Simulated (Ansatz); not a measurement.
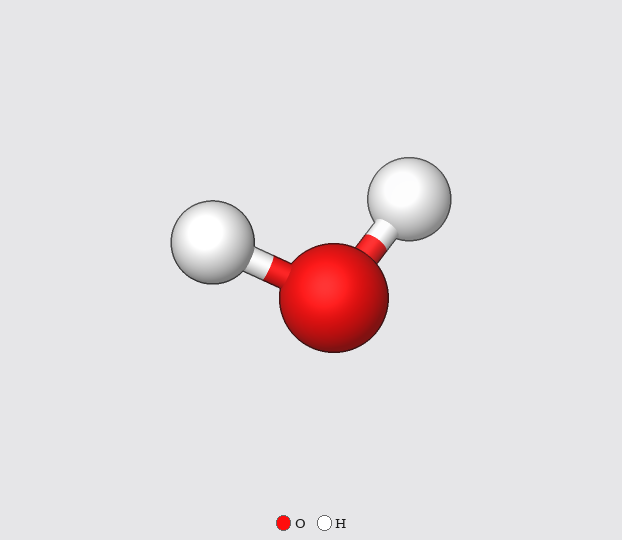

Ball-and-stick drawing of a structure. Every bond is drawn as one stick, whatever its order.

Computed geometry: PBE0-D4/def2-TZVP optimisation.

What does the picture show?

It has 3 atoms: 2 hydrogen and 1 oxygen (H₂O). This geometry has C2v symmetry. Coordination: 1 O bent.

The parts below concern this one geometry. Atoms keep their numbers from picture to picture.

### Vibrations

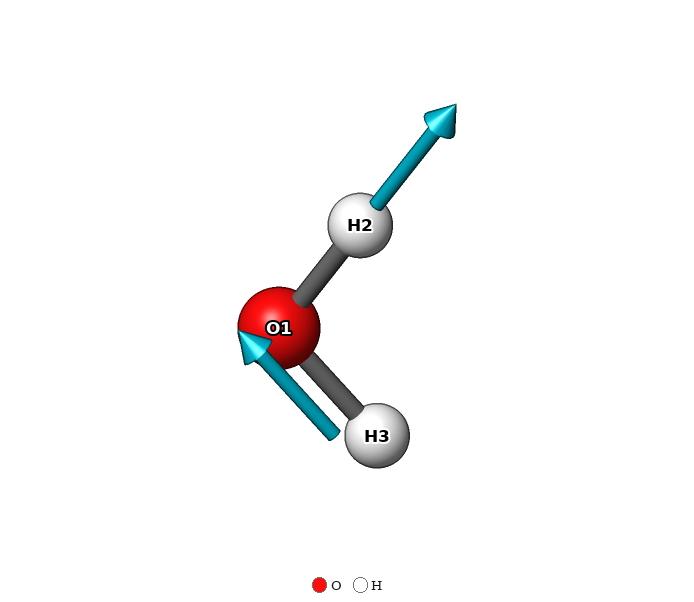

The arrows show one normal mode. Harmonic vibrations computed with RKS PBE0-D4/def2-TZVP (Ansatz 0.2.0) at a stationary point of the same level.

What kind of motion is it?

Answer. Mostly out-of-phase stretching of 2 O–H bonds.

Estimate its harmonic wavenumber.

Answer. 3959 cm⁻¹; it is mode 3 of 3 counted from the lowest.

### Charges

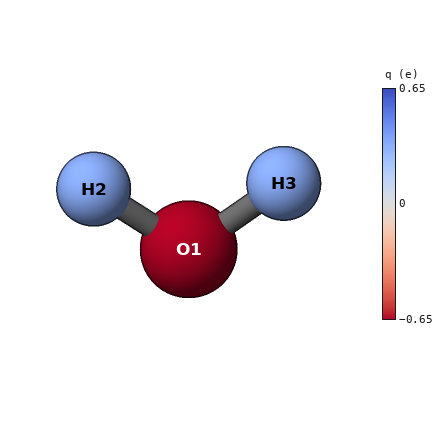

Atoms are coloured by their Mulliken charges. Method: RKS PBE0-D4/def2-TZVP (Ansatz 0.2.0).

List the Mulliken charges.

| atom | value (e) |
| --- | --- |
| O1 | −0.65 |
| H2 | 0.32 |
| H3 | 0.32 |

### Dipole moment

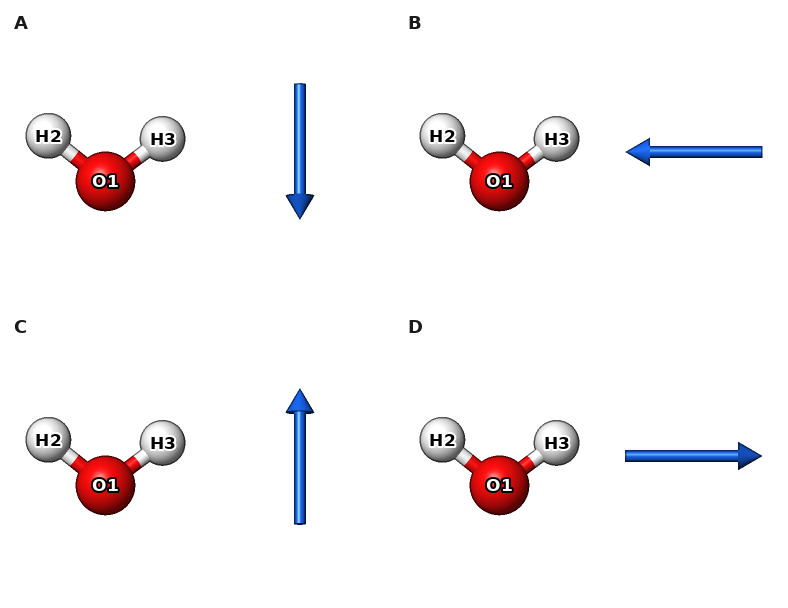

The same molecule four times, each with an arrow. Properties computed with RKS PBE0-D4/def2-TZVP (Ansatz 0.2.0).

Which arrow points along the dipole moment, from the negative to the positive end?

Answer. C. The dipole moment is 2.07 D; it points from the side of O1 to the side of H2, H3 (the outermost atoms at the two ends).

Mulliken values depend strongly on the basis set and can even reverse the polarity of a bond.
